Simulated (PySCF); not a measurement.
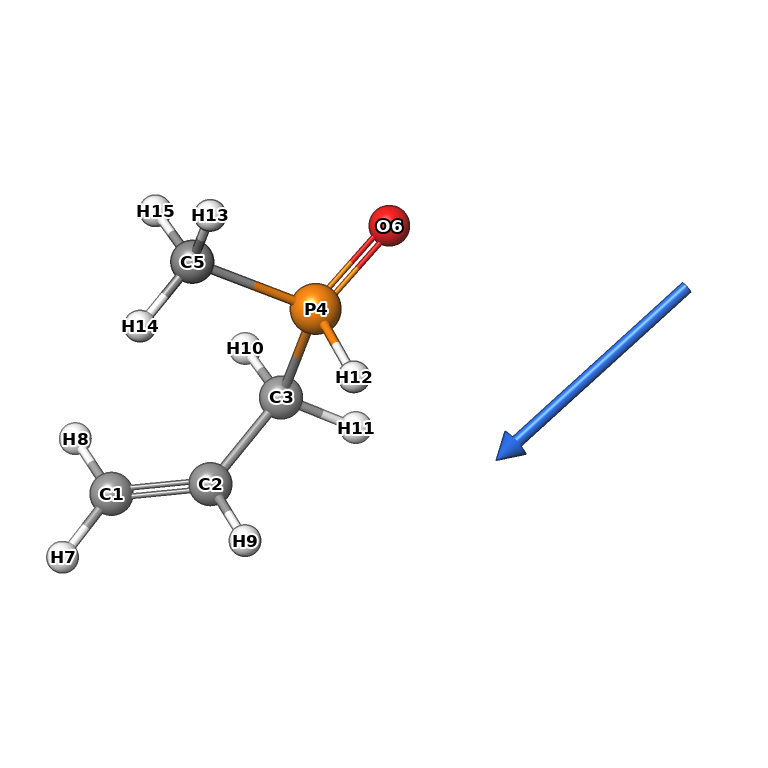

The arrow beside the molecule shows the direction of the dipole moment, from the negative to the positive end (its length means nothing). Computed geometry: GFN2-xTB optimisation. No frequency run is at hand to confirm it as a minimum. Method: CAM-B3LYP/def2-SVPD, gas phase (PySCF 2.14.0).

How large is the dipole moment?

4.36 D; it points from the side of O6 to the side of H7 (the outermost atoms at the two ends).

The geometry is semi-empirical. Around P such bond lengths and angles can be off by a tenth of an ångström or more and by several degrees, and values that hang on the shape move with them.
